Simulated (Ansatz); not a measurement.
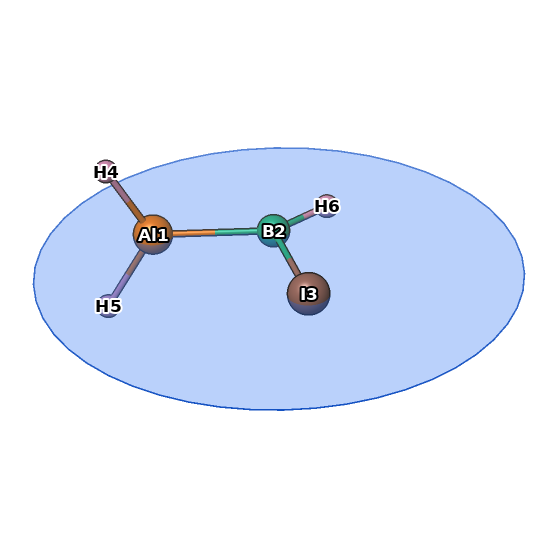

A disc through the centre of mass is drawn in. Depth is shown by fading: the farther an atom, the more it takes the colour of the background. The geometry was computed by an optimisation with PBE-D4/def2-SVP. No frequency run is at hand to confirm it as a minimum.

**Is the plane of the disc a mirror plane of the structure?**

Yes. The reflection leaves Al1, B2, I3, H6 in place and moves H4 ↔ H5. The point group is Cs.
